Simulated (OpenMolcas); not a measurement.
## Single-point calculation of C$_{2}$H$_{4}$OS (charge +1) (part 3 of 3)

Continued. System: C$_{2}$H$_{4}$OS, charge +1, multiplicity 2. Method: B3LYP/6-31G*, UKS (OpenMolcas 26.06). The geometry is that of the parent species in another charge or spin state. The geometry comes from this level: PBE0-D4/def2-TZVP.

Geometry of the input (Å):
```
C  0.0094  1.0552  -0.0019
C  0.2786  -0.4120  -0.1776
O  1.1551  -0.8609  -0.8579
S  -0.8805  -1.4407  0.7176
H  0.9279  1.6110  -0.1850
H  -0.3842  1.2806  0.9899
H  -0.7380  1.3591  -0.7400
H  -0.3684  -2.5923  0.2549
```

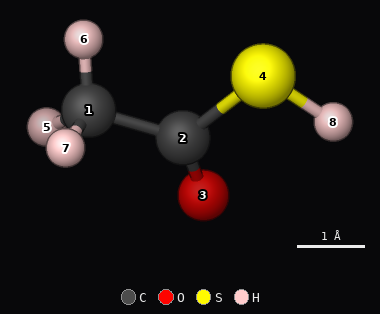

Figure 1. The structure (ball-and-stick view, seen at a tilt; atoms are numbered from 1 in the order of the input).

**The program's output, continued**
```
                            H7                      H8
                     alpha        beta       alpha        beta
      1s           0.3538      0.3546      0.4025      0.4080
      2px          0.0000      0.0000      0.0000      0.0000
      2pz          0.0000      0.0000      0.0000      0.0000
      2py          0.0000      0.0000      0.0000      0.0000
      3d2+         0.0000      0.0000      0.0000      0.0000
      3d1+         0.0000      0.0000      0.0000      0.0000
      3d0          0.0000      0.0000      0.0000      0.0000
      3d1-         0.0000      0.0000      0.0000      0.0000
      3d2-         0.0000      0.0000      0.0000      0.0000
      Total        0.3538      0.3546      0.4025      0.4080
      Total              0.7083                  0.8105

      Charge            0.2917                  0.1895

      Total electronic charge=   39.000000

      Total            charge=    1.000000
--

++    Molecular orbitals:
      -------------------

      Title: Natural orbitals

      Molecular orbitals for symmetry species 1: a

      Basis set list:
        1 C1     1s                 15 C2     1s                 29 O3     1s                 43 S4     1s                 57 S4     3d1-
        2 C1     1s                 16 C2     1s                 30 O3     1s                 44 S4     1s                 58 S4     3d0
        3 C1     1s                 17 C2     1s                 31 O3     1s                 45 S4     1s                 59 S4     3d1+
        4 C1     2px                18 C2     2px                32 O3     2px                46 S4     1s                 60 S4     3d2+
        5 C1     2px                19 C2     2px                33 O3     2px                47 S4     2px                61 H5     1s
        6 C1     2py                20 C2     2py                34 O3     2py                48 S4     2px                62 H5     1s
        7 C1     2py                21 C2     2py                35 O3     2py                49 S4     2px                63 H6     1s
        8 C1     2pz                22 C2     2pz                36 O3     2pz                50 S4     2py                64 H6     1s
        9 C1     2pz                23 C2     2pz                37 O3     2pz                51 S4     2py                65 H7     1s
       10 C1     3d2-               24 C2     3d2-               38 O3     3d2-               52 S4     2py                66 H7     1s
       11 C1     3d1-               25 C2     3d1-               39 O3     3d1-               53 S4     2pz                67 H8     1s
       12 C1     3d0                26 C2     3d0                40 O3     3d0                54 S4     2pz                68 H8     1s
       13 C1     3d1+               27 C2     3d1+               41 O3     3d1+               55 S4     2pz
       14 C1     3d2+               28 C2     3d2+               42 O3     3d2+               56 S4     3d2-

  Index Energy  Occupation Coefficients ...

    1  -89.1491    2.0000         43 S4     1s     ( 0.997),

    2  -19.5087    2.0000         29 O3     1s     ( 1.000),

    3  -10.5897    2.0000         15 C2     1s     ( 0.996),

    4  -10.4263    2.0000          1 C1     1s     ( 1.000),

    5   -8.2231    2.0000         44 S4     1s     (-1.031),

    6   -6.1925    2.0000         47 S4     2px    (-0.645),    50 S4     2py    (-0.613),    53 S4     2pz    ( 0.435),

    7   -6.1869    2.0000         47 S4     2px    ( 0.478),    50 S4     2py    (-0.779),

    8   -6.1802    2.0000         47 S4     2px    (-0.581),    53 S4     2pz    (-0.804),

    9   -0.5625    2.0000         48 S4     2px    (-0.308),    54 S4     2pz    (-0.539),

   10   -0.6658    2.0000          4 C1     2px    (-0.197),     8 C1     2pz    ( 0.358),    54 S4     2pz    ( 0.216),    63 H6     1s     ( 0.229),

   11   -0.6906    2.0000          4 C1     2px    ( 0.358),     5 C1     2px    ( 0.187),    61 H5     1s     ( 0.198),    65 H7     1s     (-0.192),

   12   -0.7315    2.0000         51 S4     2py    (-0.488),    67 H8     1s     ( 0.302),

   13   -0.9518    2.0000          2 C1     1s     ( 0.382),     3 C1     1s     ( 0.390),

   14   -0.9223    1.9999         16 C2     1s     ( 0.297),    32 O3     2px    (-0.389),    34 O3     2py    ( 0.204),    36 O3     2pz    ( 0.309),

   15   -0.9693    1.9999         45 S4     1s     ( 0.618),

   16   -0.7662    1.9997          6 C1     2py    ( 0.308),    16 C2     1s     (-0.243),    17 C2     1s     (-0.236),    20 C2     2py    (-0.299),
                                  45 S4     1s     ( 0.333),    46 S4     1s     ( 0.198),    48 S4     2px    (-0.193),

   17   -1.2723    1.9997         30 O3     1s     ( 0.526),    31 O3     1s     ( 0.528),

   18   -0.6704    1.9991         32 O3     2px    ( 0.380),    36 O3     2pz    ( 0.461),    37 O3     2pz    ( 0.277),

   19   -0.7099    1.9979         20 C2     2py    ( 0.294),    21 C2     2py    ( 0.179),    34 O3     2py    ( 0.315),    45 S4     1s     ( 0.277),
                                  46 S4     1s     ( 0.221),    48 S4     2px    (-0.355),    54 S4     2pz    ( 0.180),

   20   -0.5306    1.0000         34 O3     2py    ( 0.549),    35 O3     2py    ( 0.342),    48 S4     2px    ( 0.308),

   21   -0.0022    0.0021          3 C1     1s     (-0.557),    21 C2     2py    ( 0.753),    34 O3     2py    (-0.468),    46 S4     1s     ( 0.437),
                                  48 S4     2px    ( 0.527),

   22   -0.2370    0.0009         18 C2     2px    (-0.386),    19 C2     2px    (-0.294),    22 C2     2pz    (-0.450),    23 C2     2pz    (-0.324),
                                  32 O3     2px    ( 0.371),    36 O3     2pz    ( 0.424),    54 S4     2pz    ( 0.249),

   23    0.8675    0.0003         30 O3     1s     (-0.707),    42 O3     3d2+   ( 0.465),

   24    0.1641    0.0003          6 C1     2py    ( 0.627),    17 C2     1s     ( 1.146),

   25    0.2925    0.0001         18 C2     2px    (-0.268),    21 C2     2py    ( 0.297),    31 O3     1s     ( 0.286),    45 S4     1s     (-0.529),
                                  46 S4     1s     ( 0.495),    48 S4     2px    (-0.310),    49 S4     2px    ( 0.318),    56 S4     3d2-   (-0.341),
                                  59 S4     3d1+   ( 0.484),    60 S4     3d2+   (-0.349),

   26    0.7136    0.0001         16 C2     1s     (-0.666),    18 C2     2px    (-0.502),    22 C2     2pz    ( 0.368),    31 O3     1s     ( 0.375),
                                  32 O3     2px    (-0.659),    34 O3     2py    ( 0.334),    36 O3     2pz    ( 0.521),

   27    0.5488    0.0000          2 C1     1s     (-0.660),     3 C1     1s     ( 0.553),     7 C1     2py    (-0.962),    17 C2     1s     (-0.711),

   28    0.1004    0.0000         17 C2     1s     (-0.727),    46 S4     1s     ( 0.839),    49 S4     2px    ( 0.491),    51 S4     2py    (-0.782),
                                  67 H8     1s     (-0.513),    68 H8     1s     (-0.829),

   29    0.3041    0.0000          4 C1     2px    ( 0.577),    55 S4     2pz    (-0.317),    61 H5     1s     (-0.323),    62 H5     1s     (-0.455),
                                  66 H7     1s     ( 0.459),

   30    0.3111    0.0000          3 C1     1s     ( 0.382),     4 C1     2px    ( 0.341),     8 C1     2pz    (-0.620),    22 C2     2pz    ( 0.334),
                                  23 C2     2pz    (-0.353),    55 S4     2pz    ( 0.328),    62 H5     1s     (-0.372),    64 H6     1s     ( 0.533),

   31    0.3427    0.0000         23 C2     2pz    ( 0.596),    54 S4     2pz    ( 0.759),    55 S4     2pz    (-1.020),

   32    1.5560    0.0000         17 C2     1s     (-2.862),    31 O3     1s     ( 4.948),

   33    1.7079    0.0000          7 C1     2py    (-1.539),    17 C2     1s     (-0.938),    21 C2     2py    (-1.000),

   34    0.8971    0.0000          3 C1     1s     (-1.120),    17 C2     1s     (-1.761),    21 C2     2py    ( 1.848),    46 S4     1s     ( 1.992),
                                  49 S4     2px    ( 1.417),

   35    1.2913    0.0000          3 C1     1s     (-1.499),    16 C2     1s     (-1.193),    31 O3     1s     ( 1.240),    33 O3     2px    (-0.818),

   36    0.8418    0.0000          3 C1     1s     (-1.821),    21 C2     2py    ( 1.185),

   37    0.5938    0.0000          3 C1     1s     ( 0.507),    21 C2     2py    (-0.487),    46 S4     1s     (-0.477),    56 S4     3d2-   ( 0.343),
                                  57 S4     3d1-   ( 0.654),    58 S4     3d0    (-0.521),

   38    0.5889    0.0000         46 S4     1s     (-1.505),    68 H8     1s     ( 1.426),

   39    0.3134    0.0000         45 S4     1s     (-1.742),    46 S4     1s     ( 2.542),

   40    0.2083    0.0000          3 C1     1s     ( 1.746),    17 C2     1s     (-1.535),    31 O3     1s     ( 1.119),    66 H7     1s     (-0.988),

   41    0.6837    0.0000          5 C1     2px    ( 0.507),    32 O3     2px    ( 0.478),    33 O3     2px    (-0.738),    36 O3     2pz    ( 0.606),
                                  37 O3     2pz    (-0.888),    62 H5     1s     (-0.512),

   42    0.4306    0.0000          5 C1     2px    ( 1.196),    23 C2     2pz    (-0.740),    31 O3     1s     (-1.032),    46 S4     1s     ( 1.207),
                                  49 S4     2px    ( 0.816),    55 S4     2pz    (-0.630),    62 H5     1s     (-1.099),    66 H7     1s     ( 0.715),
                                  68 H8     1s     (-0.930),

   43    0.4456    0.0000          3 C1     1s     ( 2.906),    21 C2     2py    (-2.539),    31 O3     1s     (-1.875),

   44    0.5967    0.0000          3 C1     1s     ( 1.449),     9 C1     2pz    ( 1.598),    21 C2     2py    (-1.292),    62 H5     1s     ( 0.963),
                                  64 H6     1s     (-1.875),

   45    0.5231    0.0000          3 C1     1s     (-1.024),     5 C1     2px    (-1.084),    52 S4     2py    (-0.851),    62 H5     1s     ( 1.627),
                                  66 H7     1s     (-1.122),    68 H8     1s     (-0.832),

   46    0.6515    0.0000          5 C1     2px    ( 0.832),    19 C2     2px    (-1.434),    21 C2     2py    (-0.858),    23 C2     2pz    ( 1.201),
                                  31 O3     1s     ( 0.926),    46 S4     1s     (-0.893),

   47    0.5477    0.0000          5 C1     2px    ( 0.834),    17 C2     1s     (-0.847),    46 S4     1s     ( 0.834),    67 H8     1s     ( 0.693),
                                  68 H8     1s     (-1.294),

   48    0.7991    0.0000          3 C1     1s     (-1.814),     5 C1     2px    (-1.278),    17 C2     1s     ( 2.399),

   49    0.8957    0.0000          3 C1     1s     (-1.960),    17 C2     1s     ( 2.285),    21 C2     2py    ( 1.746),

   50    1.0201    0.0000          3 C1     1s     (-1.366),     7 C1     2py    ( 1.182),    17 C2     1s     ( 1.106),    19 C2     2px    (-0.949),
                                  23 C2     2pz    ( 1.201),    31 O3     1s     ( 1.056),

   51    0.4816    0.0000         17 C2     1s     (-0.893),    19 C2     2px    ( 1.522),    21 C2     2py    ( 1.118),    46 S4     1s     ( 1.082),

   52    0.4259    0.0000          5 C1     2px    (-0.714),    19 C2     2px    ( 0.364),    52 S4     2py    (-0.396),    58 S4     3d0    (-0.490),
                                  65 H7     1s     (-0.438),    68 H8     1s     (-0.434),

   53    0.9437    0.0000          7 C1     2py    ( 0.518),     9 C1     2pz    (-1.028),    17 C2     1s     ( 0.835),    21 C2     2py    ( 0.712),
                                  23 C2     2pz    ( 0.817),

   54    0.8042    0.0000          3 C1     1s     (-0.829),     9 C1     2pz    (-0.725),    21 C2     2py    ( 0.466),    23 C2     2pz    ( 0.450),
                                  35 O3     2py    (-0.427),    62 H5     1s     ( 0.422),    63 H6     1s     ( 0.567),

   55    2.0336    0.0000          3 C1     1s     ( 0.712),     5 C1     2px    (-0.541),    19 C2     2px    ( 0.619),    21 C2     2py    ( 0.912),
                                  24 C2     3d2-   ( 0.475),    35 O3     2py    (-0.635),    38 O3     3d2-   ( 0.711),    39 O3     3d1-   (-0.543),
                                  42 O3     3d2+   ( 0.513),    46 S4     1s     ( 0.702),    64 H6     1s     (-0.662),

   56    0.7350    0.0000         17 C2     1s     (-3.040),

   57    2.1135    0.0000          3 C1     1s     (-0.634),    19 C2     2px    (-0.783),    26 C2     3d0    ( 0.646),    28 C2     3d2+   (-0.445),
                                  31 O3     1s     ( 0.551),    37 O3     2pz    ( 0.437),    40 O3     3d0    ( 0.712),    42 O3     3d2+   (-0.466),

   58    0.8700    0.0000          7 C1     2py    ( 0.878),    17 C2     1s     (-1.403),    21 C2     2py    ( 1.312),    31 O3     1s     ( 0.770),
                                  46 S4     1s     ( 0.982),    62 H5     1s     (-0.859),

   59    1.6784    0.0000          3 C1     1s     (-4.729),    17 C2     1s     ( 2.905),

   60    1.7111    0.0000          3 C1     1s     (-3.310),

   61    0.8868    0.0000          3 C1     1s     ( 1.722),     5 C1     2px    ( 0.877),    17 C2     1s     (-1.421),    21 C2     2py    (-1.660),

   62    0.8899    0.0000          7 C1     2py    (-0.593),    17 C2     1s     (-1.133),    19 C2     2px    ( 0.738),    64 H6     1s     ( 0.625),

   63    1.3852    0.0000          3 C1     1s     ( 0.410),     5 C1     2px    ( 0.405),     7 C1     2py    ( 0.419),     9 C1     2pz    ( 0.524),
                                  11 C1     3d1-   (-0.320),    23 C2     2pz    (-0.403),    38 O3     3d2-   (-0.432),    39 O3     3d1-   (-0.436),
                                  40 O3     3d0    ( 0.463),    62 H5     1s     (-0.470),    64 H6     1s     (-0.349),

   64    2.0726    0.0000          3 C1     1s     (-1.393),    17 C2     1s     ( 1.730),    31 O3     1s     (-1.885),    41 O3     3d1+   ( 1.175),

   65    1.7500    0.0000          3 C1     1s     (-0.520),     5 C1     2px    ( 0.516),     9 C1     2pz    ( 0.527),    13 C1     3d1+   (-0.577),
                                  19 C2     2px    (-0.388),    24 C2     3d2-   (-0.337),    25 C2     3d1-   (-0.494),    38 O3     3d2-   ( 0.383),
                                  63 H6     1s     (-0.394),    66 H7     1s     ( 0.434),

   66    1.4474    0.0000          2 C1     1s     (-1.018),     3 C1     1s     ( 1.706),    17 C2     1s     ( 1.054),    23 C2     2pz    (-1.032),
                                  31 O3     1s     (-1.407),    64 H6     1s     (-0.856),

--

++    Molecular properties:
      ---------------------

      Charge (e):
                      =    1.0000
      Dipole Moment (debye):
      Origin of the operator (angstrom)=   -0.0893   -0.6637    0.0972
                   X= -4.2627E-01               Y=  1.0176E+00               Z=  8.7678E-02           Total=  1.1067E+00
      Center of Charge (angstrom)
                     X=   -0.17805172               Y=   -0.45188182               Z=    0.11547316
      Quadrupole Moment (debye*angstrom):
      Origin of the operator (angstrom)=   -0.0893   -0.6637    0.0972
                  XX= -2.6466E+01              XY=  2.0390E+00              XZ= -1.6236E+00              YY= -1.5835E+01
                  YZ= -1.7143E+00              ZZ= -2.7389E+01
      In traceless form (debye*angstrom)
                  XX= -4.8540E+00              XY=  3.0586E+00              XZ= -2.4353E+00              YY=  1.1093E+01
                  YZ= -2.5714E+00              ZZ= -6.2391E+00
--

--- Stop Module: scf /rc=_RC_ALL_IS_WELL_ ---
--- Module scf spent 47 seconds ---

.##################.
.# Happy landing! #.
.##################.

    Timing: Wall=49.35 User=44.57 System=4.76
```

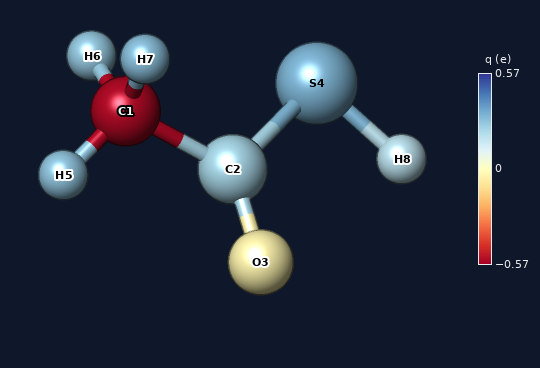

Figure 2. Mulliken charges, as the colour of each atom (ball-and-stick view, seen at a tilt; atoms are numbered from 1 in the order of the input). By element: C −0.54 to +0.23, O −0.04, S +0.32 and H +0.19 to +0.29 e.

**Key numbers**

```tsv
quantity	value
outcome	converged
total energy	−551.667454 hartree
basis functions	68
⟨S²⟩	0.757
hardware	1 thread of Arm Neoverse V1, 24 GiB of memory available, shared host
wall time	50 s
peak memory	0.41 GiB
```
